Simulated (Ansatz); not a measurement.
# How far to go with shifted k-point meshes: Ni3Ge (P4mm, 4 atoms in the cell)

```
Ni3Ge
1.0
    3.54092     0.00000     0.00000
    0.00000     3.54092     0.00000
    0.00000     0.00000     3.54092
Ni Ge
3 1
Direct
  0.50000   0.00000   0.50000
  0.01412   0.50000   0.50000
  0.50000   0.50000   0.00000
  0.00000   0.00000   0.00000
```

Method: PBEsol, default PAW files made with PBE (plane waves; Ansatz, a program for electronic structure).

Base settings: basis.ecutwfc = 30.9 Ry; kpoints.mp_grid.grid = 9 9 9; hamiltonian.xc = pbesol; hamiltonian.pseudopotentials = {kind: paw} (the program's default PAW files); scf.occupations.method = gaussian; scf.occupations.width = 0.0073 Ry.

In this ladder: kpoints.mp_grid.shift = 0.5 0.5 0.5.

Only quantities that move along the ladder and can be compared are tabulated.

The count of work is k-points × plane waves × bands × iterations; it is no time. Core times come from one kind of shared machine, to one figure; runs under 30 s give none.

The starting cell comes from a database of computed structures (which also holds hypothetical and non-ambient phases and stackings), without a prior relaxation at this level. Its lattice was rescaled by up to half a per cent. One atom was moved a little off its site on purpose. Spin polarisation is off. Ansatz's pressure includes its estimate of the finite-basis (Pulay) stress.

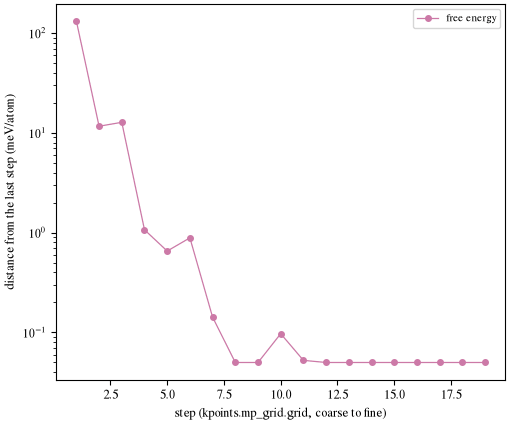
Distance from the last step along the ladder; very small values are drawn at a floor.

```csv
kpoints.mp_grid.grid,free energy less the last step's (meV/atom),pressure (GPa),largest difference of a force vector from the last step's (eV/Å),count of work / last,core time / last (rough)
2 2 2,131.99,4.97,0.057,0.00063,–
3 3 3,-11.67,-2.73,0.029,0.0033,–
4 4 4,12.77,-2.42,0.014,0.0033,–
5 5 5,1.07,-2.62,0.004,0.010,–
6 6 6,-0.65,-2.73,0.004,0.010,–
7 7 7,0.89,-2.67,0.003,0.022,–
8 8 8,-0.14,-2.71,0.001,0.022,–
9 9 9,0.01,-2.72,0.001,0.042,–
10 10 10,0.04,-2.71,0.000,0.042,–
11 11 11,-0.10,-2.72,0.000,0.070,–
12 12 12,0.05,-2.72,0.000,0.070,–
13 13 13,0.00,-2.72,0.000,0.11,–
15 15 15,0.02,-2.72,0.000,0.16,–
16 16 16,-0.01,-2.72,0.000,0.16,–
18 18 18,0.01,-2.72,0.000,0.23,–
20 20 20,0.00,-2.72,0.000,0.31,–
22 22 22,0.00,-2.72,0.000,0.40,0.4
25 25 25,0.00,-2.72,0.000,0.66,0.7
27 27 27,0.00,-2.72,0.000,0.82,0.8
30 30 30,0.00,-2.72,0.000,1.0,1
```

Coarsest kpoints.mp_grid.grid that holds the free energy within 2 meV/atom of the last step, with all finer ones: 5 5 5, at 0.010 of the last step's count of work; the step before is off by 13 meV/atom.

Coarsest kpoints.mp_grid.grid that holds the pressure within 0.5 GPa of the last step, with all finer ones: 3 3 3, at 0.0033 of the last step's count of work; the step before is off by 7.7 GPa.

Coarsest kpoints.mp_grid.grid that holds the forces within 0.005 eV/Å of the last step, with all finer ones: 5 5 5, at 0.010 of the last step's count of work; the step before is off by 0.014 eV/Å.

Keys are those of Ansatz 0.2.
